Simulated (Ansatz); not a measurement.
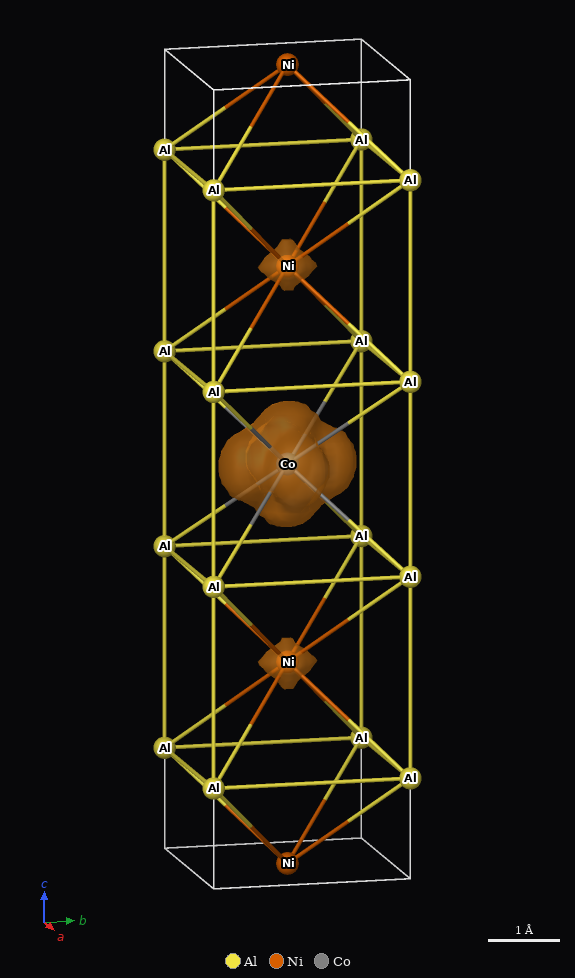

The picture shows: Al$_{4}$CoNi$_{3}$. Isosurface of the spin density (up minus down) at +0.02 e/Å³ (orange), seen slightly off an axis. Sticks mark near contacts.

Space group P4/mmm; a structure generated by program, which may or may not match a known phase; spin-polarised.

Method: Ansatz 0.2.0, DFT PBE, scalar-relativistic, plane waves, PAW.

In a PAW calculation such maps are meaningful between the atoms, not at the nuclei.

```
CELL_PARAMETERS angstrom
2.87750 0.00000 0.00000
0.00000 2.87750 0.00000
0.00000 0.00000 11.59042
ATOMIC_POSITIONS crystal
Al 0.00000 0.00000 0.62201
Al 0.00000 0.00000 0.87434
Al 0.00000 0.00000 0.12566
Al 0.00000 0.00000 0.37799
Ni 0.50000 0.50000 0.74768
Ni 0.50000 0.50000 0.00000
Ni 0.50000 0.50000 0.25233
Co 0.50000 0.50000 0.50000
```

**Which atoms carry the moments, and with what signs?**

The spin density sits on Co: +0.3 μB in one cell of 8 atoms: parallel main moments, as they must be, since the calculation's own cell holds one magnetic site. The cell of the calculation (8 atoms) carries 0.3 μB of net spin moment.
